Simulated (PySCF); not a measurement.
**C₄H₇N: density, localisation and related maps**

Input

```
{"job": {"kind": "nmr", "xc": "PBE0", "basis": "pcSseg-2"}, "charge": 0, "multiplicity": 1}
C     -0.442947     1.288454     0.304785
N      0.766441     1.353342    -0.056145
C      1.248785     0.009565    -0.352960
C      0.054380    -0.958386    -0.213683
C     -1.068711    -0.075406     0.348511
H     -0.984030     2.192166     0.581999
H      1.683053     0.004693    -1.356153
H      2.064845    -0.223174     0.338033
H      0.282767    -1.797171     0.443873
H     -0.225134    -1.375219    -1.182127
H     -1.346247    -0.332181     1.376485
H     -1.990542    -0.113018    -0.238540
```

Launched as:

```sh
OMP_NUM_THREADS=1 python probes_run.py task.json out
```

Geometry: PBE0-D3(BJ)/def2-TZVP.

Theory: PBE0/pcSseg-2, SCF density, gas phase, non-relativistic in PySCF.

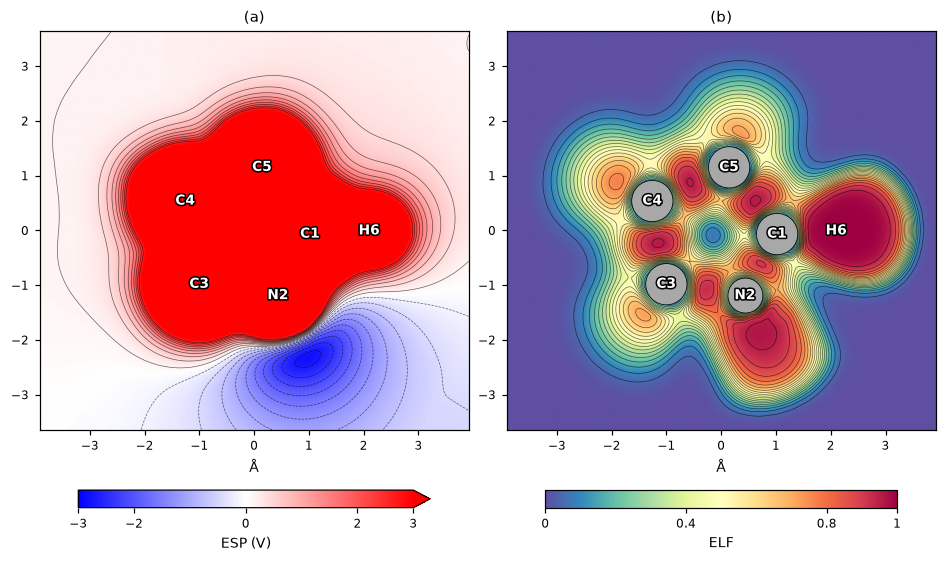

Figure 1. (a) molecular electrostatic potential; (b) ELF on the plane of atoms N2, C1 and H6. Grey discs cover the atomic cores in the ELF map.

**Describe what can be read from this map.**

The plane passes through C, N and H nuclei. C–N (1.26 Å): the ELF peaks at about 0.90 between the atoms: a short, multiple covalent bond. C–C (1.50 Å): the ELF peaks at about 0.95 between the atoms: a shared electron pair. C–H (1.09 Å): the ELF climbs to about 1 towards the hydrogen, as it does in any bond to H; a covalent bond by its length. C–N (1.46 Å): the ELF peaks at about 0.95 between the atoms (localised, covalent bonding). C–C (1.54 Å): the ELF peaks at about 0.95 between the atoms (a covalent bond). The ELF also peaks beside N2, away from the bonds: lone-pair regions. Outside the dense part of the molecule the potential is most negative (−2.8 V) near N2.

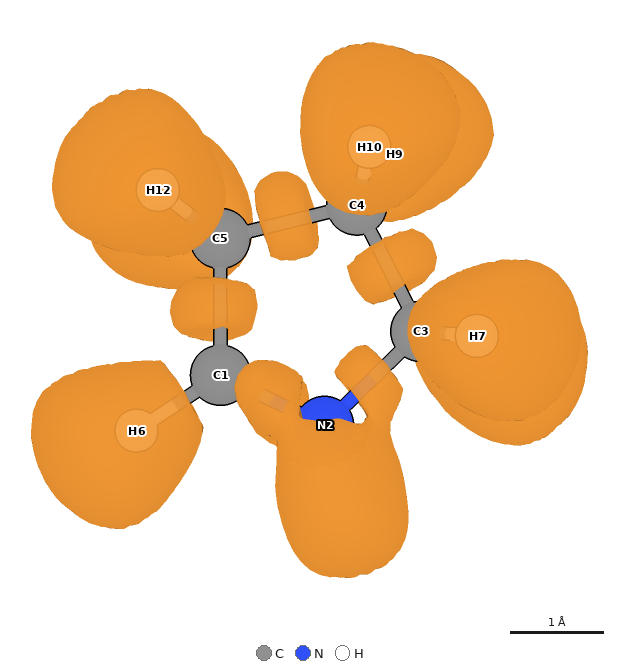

Figure 2. Isosurface of the electron localisation function at 0.75 (orange), seen across its widest extent. Only the valence region is drawn (cores and ρ < 0.01 e/Å³ removed).

**Identify the bonds, lone pairs and shells in this picture.**

The ELF exceeds this value in three regions between bonded C–C atoms (shared pairs), seven regions around hydrogen nuclei and one region on N in which the atom's valence shell and bonds are merged.

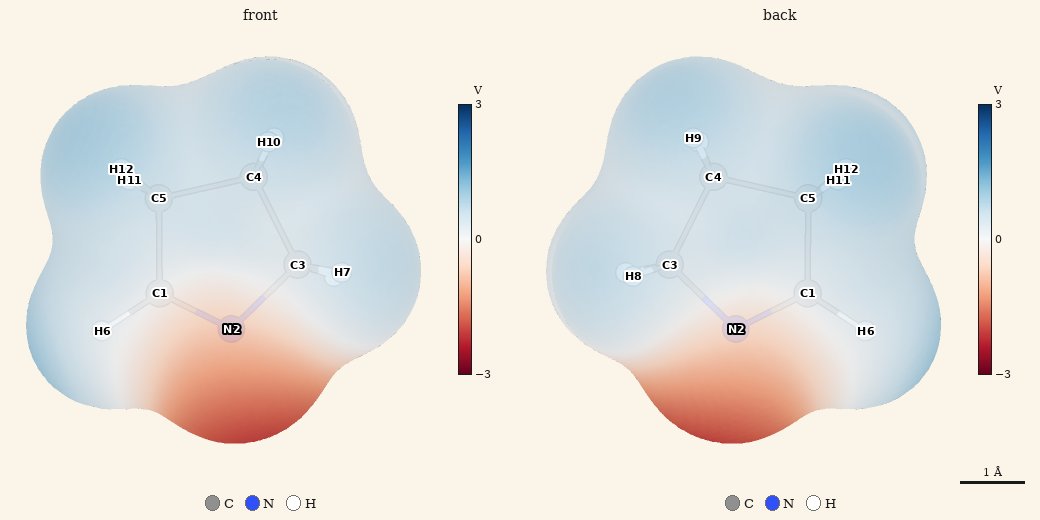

Figure 3. The molecular electrostatic potential painted on the density surface at 0.002 e/bohr³, seen from the front and from behind; red is negative and blue positive.

**Which sites attract a positive test charge, and which a negative one?**

A positive charge is drawn to the negative regions and a negative charge to the positive ones. The most negative region (about −2.0 V) lies over N2, the most positive (about +1.0 V) over H6, H11 and H12. N2 is the likeliest acceptor of a hydrogen bond.

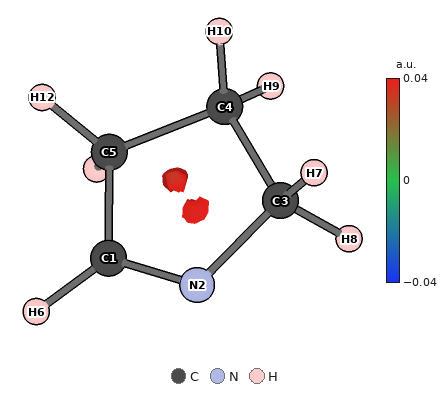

Figure 4. Non-covalent interaction (NCI) plot: the surface where the reduced density gradient is 0.5, for densities under 0.05 a.u., coloured by sign(λ₂)ρ; seen at a tilt.

**Identify the weak interactions.**

Inside the ring or cage of C1, N2, C3, C4 and C5: steric crowding (red) (×2).
